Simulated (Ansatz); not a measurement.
Geometry relaxation, with input and output: PNH₇ (charge +1)

System: PNH₇, charge +1, SMILES [NH4+].P.
Method: RKS PBE-D4/def2-SVP (Ansatz 0.2.0).

Figures and captions count atoms from 1; the log counts them from 0 in places.

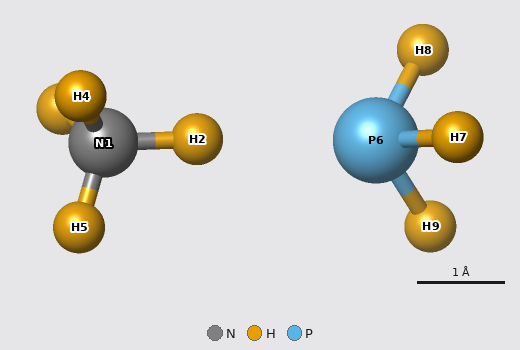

**Figure 1.** The starting structure (ball-and-stick view, seen on its broad side; atoms are numbered from 1 in the order of the input). Bond lengths as drawn: H–N 1.02 to 1.09 Å and H–P 1.38 Å.

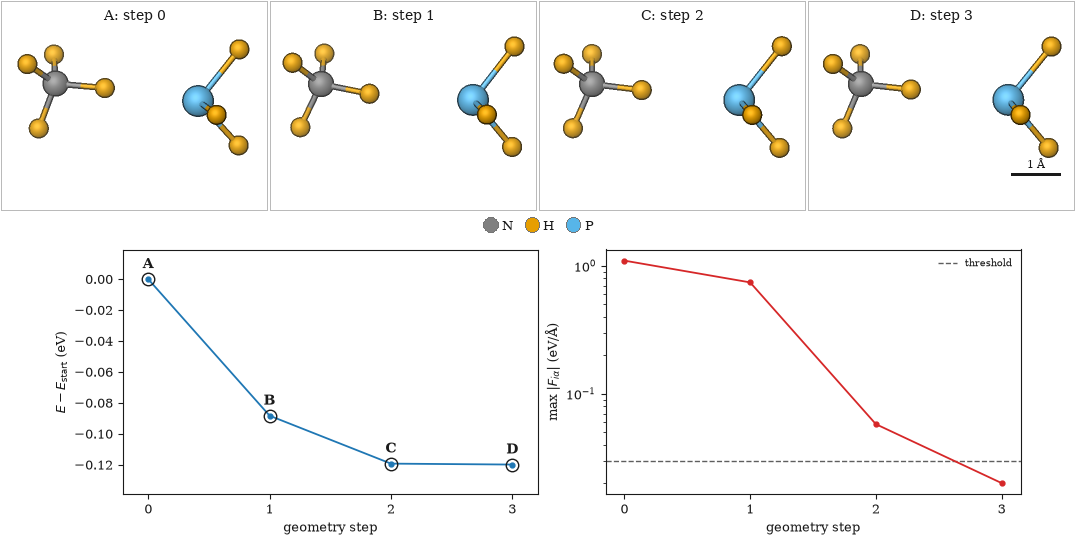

**Figure 2.** Frames of the relaxation (ball-and-stick view, seen at a tilt) above the curves, on which the letters mark them (the first geometry is step 0 here and step 1 in the log).

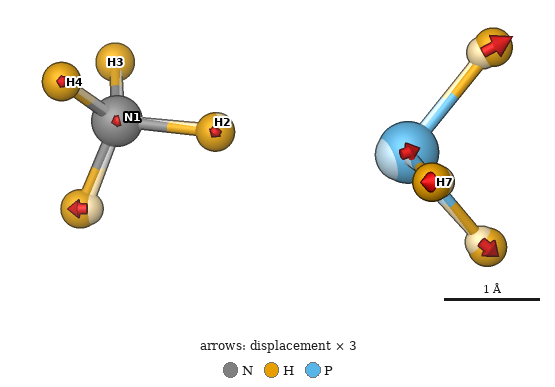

**Figure 3.** Start (faint) and end (solid) with the displacements as red arrows, magnified 3 times (ball-and-stick view, seen at a tilt). The two geometries are laid on each other by the best rigid fit. Over 3 geometry steps the energy falls by 0.120 eV. Largest force component: 1.1 eV/Å at the start, 0.02 eV/Å at the end. The largest move after the best rigid fit is that of H8, 0.12 Å. Largest moves by element: H 0.12 Å, P 0.08 Å, N 0.03 Å. Distances before and after: P6–H7 1.381 → 1.430 Å, N1–H2 1.090 → 1.101 Å, N1–H3 1.025 → 1.035 Å. Among the angles that change: H7–P6–H9 95.3° → 98.0°, H7–P6–H8 95.5° → 98.0°. (Atoms are counted from 1 in the order of the input.)

The input and output of the run follow.

### Input file
```yaml
crystal:
  periodic: [false, false, false]
  atoms:
    - {symbol: N, position_ang: [0.043700, -0.246600, -1.634600]}
    - {symbol: H, position_ang: [0.013700, -0.110600, -0.553100]}
    - {symbol: H, position_ang: [-0.880500, -0.513800, -1.987800]}
    - {symbol: H, position_ang: [0.720100, -0.980400, -1.865400]}
    - {symbol: H, position_ang: [0.331000, 0.635400, -2.069600]}
    - {symbol: P, position_ang: [0.004800, 0.229900, 1.496600]}
    - {symbol: H, position_ang: [1.070300, 0.105800, 2.366100]}
    - {symbol: H, position_ang: [-0.863200, -0.552000, 2.237500]}
    - {symbol: H, position_ang: [-0.439800, 1.432300, 2.010200]}
basis:
  gaussian: {orbitals: def2-SVP}
total_charge: 1
hamiltonian: {xc: pbe, dispersion: d4}
relax: {f_tol: 0.03, max_steps: 250}
```

Command:
```bash
ansatz run in.yaml --threads 2 --pin off --events-out ev --progress --plain --max-ram 5222MiB
```

### What the program printed
```
Functional definition: PBE
  name "PBE"
  cite "Perdew, Burke & Ernzerhof, Phys. Rev. Lett. 77, 3865 (1996) doi:10.1103/PhysRevLett.77.3865"
  parent pbe
  parameter kappa = 0.804
  parameter beta = 0.06672455060314922
  exchange = pbe_x(kappa = kappa, mu = beta*pi^2/3)
  correlation = pbe_c(beta = beta)
785 factors; their error is unknown
mean field evaluation 1: about -10864.8089 eV, gradient 7.3e1 eV
mean field evaluation 2: about -10852.4554 eV, gradient 1.0e2 eV
mean field evaluation 4: about -10875.4153 eV, gradient 3.7e0 eV
mean field evaluation 8: about -10875.4588 eV, gradient 2.6e-2 eV
mean field evaluation 16: about -10875.4334 eV, gradient 2.6e-5 eV
mean field -10875.43341701 eV, -399.6648064414 hartree, gradient 2.6e-5 eV, S^2 0.000000; 0 other end points of the search recorded, 0 dependent functions left out
the calculation of the forces begins
reference -10875.43344955 eV, -399.6648076375 hartree; 14, 14 occupied and 53, 53 virtual orbitals, 785 factors
relax step   1: F+E_penalty+E_count = -10875.50538931 eV  Δ(F+E_penalty+E_count) = +0.000e0 eV  max|allowed force component| = 1.101e0 eV/Å  Δτ_max = 0.0000 Å  (23 SCF iters, accepted)
these checks for a lower state are left out or cut short: starts, cluster_reference, orbital_swaps, neighbouring_geometries, increment
785 factors; their error is unknown
mean field -10875.52600999 eV, -399.6682091710 hartree, gradient 6.4e-6 eV, S^2 0.000000; 0 other end points of the search recorded, 0 dependent functions left out
the calculation of the forces begins
reference -10875.52604325 eV, -399.6682103930 hartree; 14, 14 occupied and 53, 53 virtual orbitals, 785 factors
relax step   2: F+E_penalty+E_count = -10875.59365308 eV  Δ(F+E_penalty+E_count) = -8.826e-2 eV  max|allowed force component| = 7.434e-1 eV/Å  Δτ_max = 0.1671 Å  (26 SCF iters, accepted)
these checks for a lower state are left out or cut short: starts, cluster_reference, orbital_swaps, neighbouring_geometries, increment
785 factors; their error is unknown
mean field -10875.55471006 eV, -399.6692638788 hartree, gradient 6.4e-6 eV, S^2 0.000000; 0 other end points of the search recorded, 0 dependent functions left out
the calculation of the forces begins
reference -10875.55474308 eV, -399.6692650924 hartree; 14, 14 occupied and 53, 53 virtual orbitals, 785 factors
relax step   3: F+E_penalty+E_count = -10875.62463553 eV  Δ(F+E_penalty+E_count) = -3.098e-2 eV  max|allowed force component| = 5.778e-2 eV/Å  Δτ_max = 0.1093 Å  (27 SCF iters, accepted)
these checks for a lower state are left out or cut short: starts, cluster_reference, orbital_swaps, neighbouring_geometries, increment
785 factors; their error is unknown
mean field evaluation 32: about -10875.5804 eV, gradient 2.2e-3 eV
mean field -10875.55535074 eV, -399.6692874237 hartree, gradient 6.1e-6 eV, S^2 0.000000; 0 other end points of the search recorded, 0 dependent functions left out
the calculation of the forces begins
reference -10875.55538381 eV, -399.6692886388 hartree; 14, 14 occupied and 53, 53 virtual orbitals, 785 factors
relax step   4: F+E_penalty+E_count = -10875.62523807 eV  Δ(F+E_penalty+E_count) = -6.025e-4 eV  max|allowed force component| = 1.998e-2 eV/Å  Δτ_max = 0.0182 Å  (27 SCF iters, accepted)
785 factors; their error is unknown
mean field -10875.55535074 eV, -399.6692874237 hartree, gradient 8.5e-6 eV, S^2 0.000000; 1 other end points of the search recorded, 0 dependent functions left out
the calculation of the forces begins
reference -10875.55538381 eV, -399.6692886388 hartree; 14, 14 occupied and 53, 53 virtual orbitals, 785 factors
Total energy: -10875.62527113 eV, -399.6718569505 hartree
Atom 0 at     0.058267    -0.244186    -1.664517 Å, force    -0.001080     0.002881     0.019979 eV/Å
Atom 1 at     0.025868    -0.082509    -0.576153 Å, force    -0.001142    -0.002899    -0.015464 eV/Å
Atom 2 at    -0.878100    -0.524779    -2.004881 Å, force    -0.003600    -0.001536    -0.003642 eV/Å
Atom 3 at     0.738233    -0.991644    -1.888810 Å, force     0.003727    -0.003191    -0.001017 eV/Å
Atom 4 at     0.344515     0.628698    -2.141477 Å, force     0.001957     0.004287    -0.001707 eV/Å
Atom 5 at    -0.050927     0.228259     1.548689 Å, force    -0.000601    -0.000087     0.000448 eV/Å
Atom 6 at     1.137971     0.077181     2.328320 Å, force     0.002479    -0.000531    -0.001020 eV/Å
Atom 7 at    -0.913825    -0.590805     2.341629 Å, force    -0.001311    -0.001109     0.002186 eV/Å
Atom 8 at    -0.461902     1.499785     2.057101 Å, force    -0.000429     0.002186     0.000237 eV/Å
Dipole moment:     0.040821    -0.182761    -1.239938 e Å
```

### Trajectory as extended XYZ (Å, eV, eV/Å), 4 frames, from step=1 to step=4
```
9
Properties=species:S:1:pos:R:3:forces:R:3 step=1 energy=-10875.50539
N     0.0437   -0.2466   -1.6346   -0.0386  -0.0066   0.0531
H     0.0137   -0.1106   -0.5531    0.0363   0.0593   0.2289
H    -0.8805   -0.5138   -1.9878   -0.3829  -0.1114  -0.1506
H     0.7201   -0.9804   -1.8654    0.3033  -0.3043  -0.1446
H     0.3310    0.6354   -2.0696    0.1388   0.3501  -0.2389
P     0.0048    0.2299    1.4966    0.0393  -0.1969  -1.0224
H     1.0703    0.1058    2.3661    1.0440  -0.1707   0.5505
H    -0.8632   -0.5520    2.2375   -0.7408  -0.7201   0.4756
H    -0.4398    1.4323    2.0102   -0.3995   1.1006   0.2483
9
Properties=species:S:1:pos:R:3:forces:R:3 step=2 energy=-10875.59365
N     0.0638   -0.2456   -1.7056    0.0797   0.2883   0.4142
H     0.1290   -0.0322   -0.6215   -0.2462  -0.2133  -0.2575
H    -0.9016   -0.5265   -1.9624    0.0844   0.0568   0.0840
H     0.7149   -1.0098   -1.9486    0.0650  -0.0720  -0.0215
H     0.3282    0.6067   -2.2342   -0.0417  -0.0746  -0.0170
P    -0.0440    0.2275    1.6119    0.1437  -0.0711  -0.7434
H     1.1135    0.0828    2.4153    0.2017  -0.0108   0.1883
H    -0.9236   -0.5891    2.3591   -0.2014  -0.1944   0.1929
H    -0.4802    1.4862    2.0857   -0.0852   0.2911   0.1600
9
Properties=species:S:1:pos:R:3:forces:R:3 step=3 energy=-10875.62464
N     0.0590   -0.2432   -1.6629    0.0053  -0.0061  -0.0018
H     0.0411   -0.0758   -0.5734   -0.0023  -0.0094  -0.0425
H    -0.8836   -0.5238   -1.9876    0.0189   0.0075   0.0023
H     0.7334   -0.9943   -1.8953   -0.0145   0.0150   0.0177
H     0.3406    0.6253   -2.1519   -0.0087  -0.0095   0.0211
P    -0.0438    0.2297    1.5480   -0.0042   0.0089   0.0578
H     1.1375    0.0775    2.3432   -0.0425   0.0061  -0.0275
H    -0.9179   -0.5965    2.3255    0.0321   0.0317  -0.0167
H    -0.4662    1.5009    2.0543    0.0159  -0.0442  -0.0104
9
Properties=species:S:1:pos:R:3:forces:R:3 step=4 energy=-10875.62524
N     0.0583   -0.2442   -1.6645   -0.0011   0.0029   0.0200
H     0.0259   -0.0825   -0.5762   -0.0011  -0.0029  -0.0155
H    -0.8781   -0.5248   -2.0049   -0.0036  -0.0015  -0.0036
H     0.7382   -0.9916   -1.8888    0.0037  -0.0032  -0.0010
H     0.3445    0.6287   -2.1415    0.0020   0.0043  -0.0017
P    -0.0509    0.2283    1.5487   -0.0006  -0.0001   0.0004
H     1.1380    0.0772    2.3283    0.0025  -0.0005  -0.0010
H    -0.9138   -0.5908    2.3416   -0.0013  -0.0011   0.0022
H    -0.4619    1.4998    2.0571   -0.0004   0.0022   0.0002
```

### Key numbers

```json
{"quantity": "outcome", "value": "converged"}
{"quantity": "total energy", "value": "−10875.6253 eV"}
{"quantity": "mean-field energy", "value": "−10875.5554 eV"}
{"quantity": "dispersion energy", "value": "−0.0699 eV"}
{"quantity": "SCF solution under orbital rotations", "value": "stable"}
{"quantity": "largest force (length of the vector) at the end", "value": "0.020 eV/Å"}
{"quantity": "hardware", "value": "2 threads of Arm Neoverse V2, 23 GiB of memory available, shared host"}
{"quantity": "wall time", "value": "3 s (CPU time 5.6 s)"}
{"quantity": "peak memory", "value": "0.11 GiB"}
```
